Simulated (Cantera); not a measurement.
Charge: 1 mol SiH4, 0.36 mol HCl, 5.9 mol H2, at 1200 Torr.

Cantera equilibrium calculation (NASA polynomials, part measured and part estimated; ideal gas, pure solids and liquids). Candidate condensed phases: Si; 19 gas species. The tables' values for SiCl3 are old estimates; treat these amounts as uncertain. Kinetics and transport are ignored.

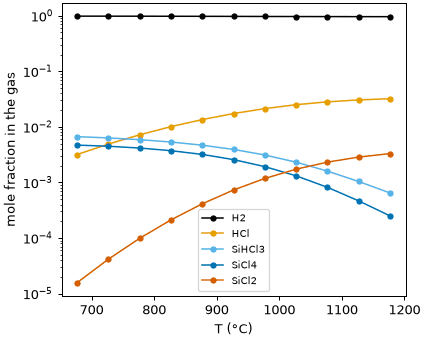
Figure: Equilibrium gas composition (values under 1e-9 drawn at 1e-9)

From 677 °C to 1177 °C the condensed part is Si(s). The main Si-bearing gas is SiHCl3 at 677 °C and SiCl2 at 1177 °C. The share of Si in condensed phases is highest at 1177 °C (95.9 %) and lowest at 677 °C (89.9 %).
